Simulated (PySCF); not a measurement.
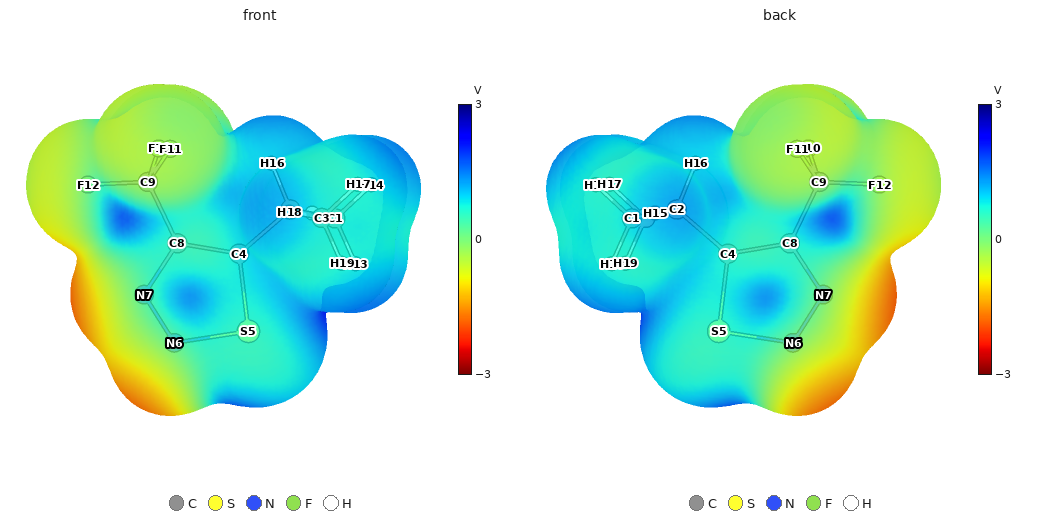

Figure. C$_{6}$H$_{7}$F$_{3}$N$_{2}$S (SMILES CC(C)c1snnc1C(F)(F)F). The molecular electrostatic potential painted on the density surface at 0.004 e/bohr³, seen from the front and from behind; red is negative and blue positive.

Geometry: GFN2-xTB.

The calculation used PBE0/pcSseg-1, SCF density, gas phase, non-relativistic (PySCF 2.14.0).

```xyz
19

C    -1.8649   -0.5995   -0.7783
C    -0.8523   -0.1135    0.2616
C    -1.4681    0.9436    1.1814
C     0.3395    0.4531   -0.4262
S     0.2790    1.8056   -1.4796
N     1.9108    1.7340   -1.7542
N     2.4813    0.8069   -1.1383
C     1.6639    0.0554   -0.3807
C     2.1922   -1.0917    0.4170
F     1.9405   -0.9423    1.7339
F     1.6054   -2.2550    0.0674
F     3.5027   -1.2630    0.2874
H    -2.2222    0.2347   -1.3793
H    -2.7131   -1.0596   -0.2790
H    -1.4107   -1.3374   -1.4358
H    -0.5297   -0.9658    0.8677
H    -2.3100    0.5179    1.7203
H    -0.7358    1.2912    1.9068
H    -1.8184    1.7945    0.6005
```

> Where is the surface potential most negative and most positive?

The most negative region (about −1.8 V, or −42 kcal/mol for a unit charge) lies over N6 and N7, the most positive (about +2.0 V, or +46 kcal/mol for a unit charge) over S5.
